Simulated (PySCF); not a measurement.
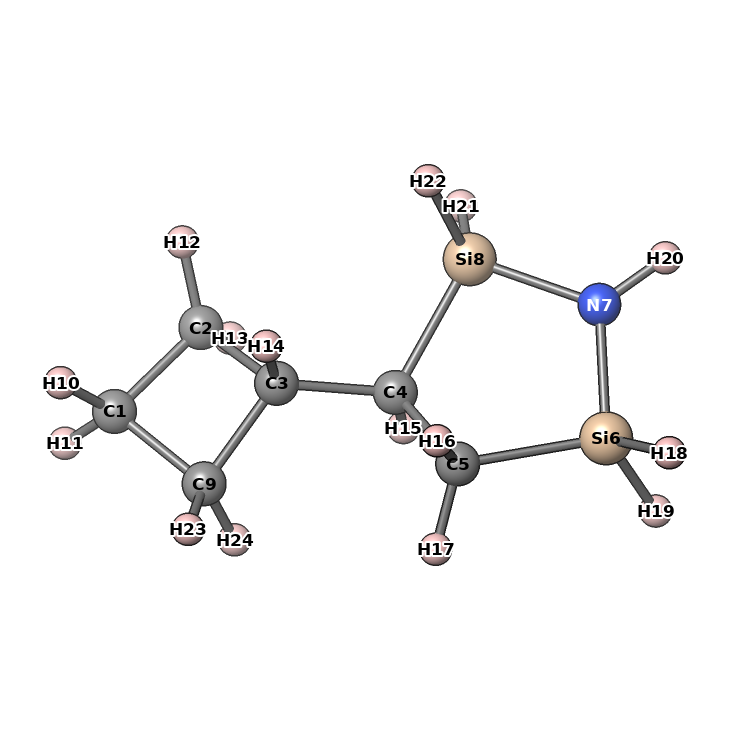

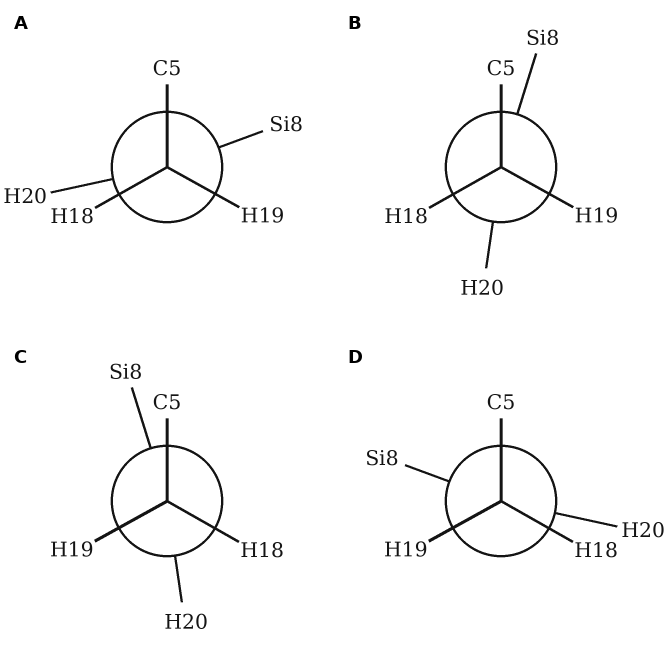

Atoms fade into the background with distance from the viewer. Bonds that would overlap in a projection are set slightly apart. Computed geometry: PBE0-D3(BJ)/def2-SVP optimisation. No frequency run is at hand to confirm it as a minimum.

Which Newman projection shows the view along Si6–N7, with Si6 in front?

Answer. C. The torsion angle C5–Si6–N7–Si8 is −9°, synperiplanar (eclipsed).
